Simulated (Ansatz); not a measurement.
Effect of Ta → W on Ta

The reference is Ta in the bcc (W type) structure (space group Im-3m, No. 229; a = 3.282 Å).

It is then changed as follows: every Ta is replaced by W; the structure is relaxed again.

Calculations: plane-wave PAW DFT at the PBEsol level (Ansatz, a first-principles code, 420 eV), without spin-orbit coupling. Settings: 21×21×21 k-points, 0.05 eV Fermi–Dirac smearing, for the changed cell.

| quantity | base | changed | shift |
|---|---|---|---|
| space group | Im-3m (No. 229) | Im-3m (No. 229) | – |
| shortest interatomic distance | 5.371 bohr | 5.162 bohr | -0.209 bohr |
| band gap | zero | zero | – |

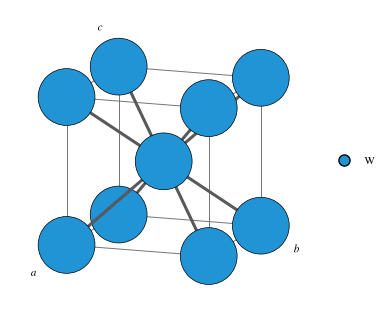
Figure. The relaxed conventional cell after the change

Stability against distortions was not tested. The final runs are not spin-polarised.
